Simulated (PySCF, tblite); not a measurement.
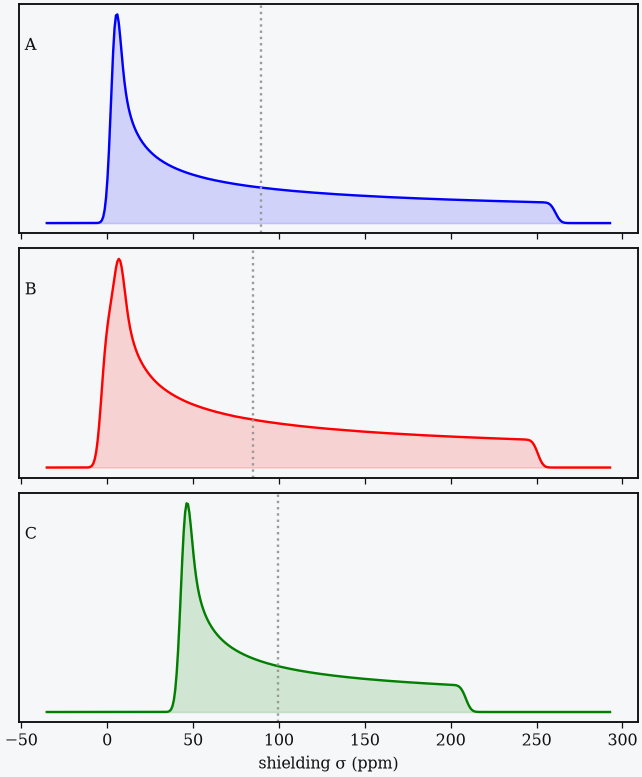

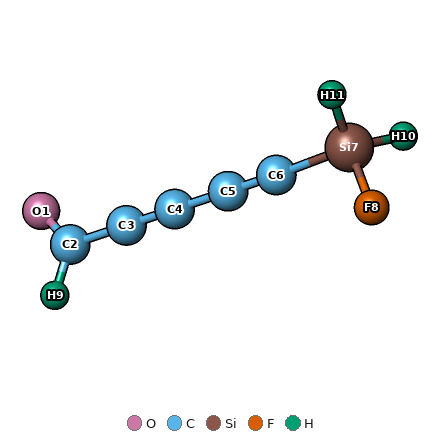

Static powder patterns (¹³C) from GIAO shielding tensors of C₅H₃FOSi, SMILES O=CC#CC#C[SiH2]F, PBE0/pcSseg-1, PySCF, at a GFN2-xTB geometry (a minimum by its frequencies); absolute shielding, one fixed geometry of the isolated molecule without any motion, no dipolar terms. The dotted line is the isotropic value; skew is 3(σiso − σ22)/span.

Q: The patterns belong to C5, C6 and C4, from the top. Give the principal values, span and skew.

A: C5: σ11, σ22, σ33 = 3, 5, 261 ppm, isotropic 89, span 258 ppm, skew 0.99; C6: σ11, σ22, σ33 = −3, 7, 251 ppm, isotropic 85, span 254 ppm, skew 0.92; C4: σ11, σ22, σ33 = 43, 46, 209 ppm, isotropic 99, span 166 ppm, skew 0.96.

Known limits of this run: the tight-binding geometry is rougher than a DFT one and adds to the error.
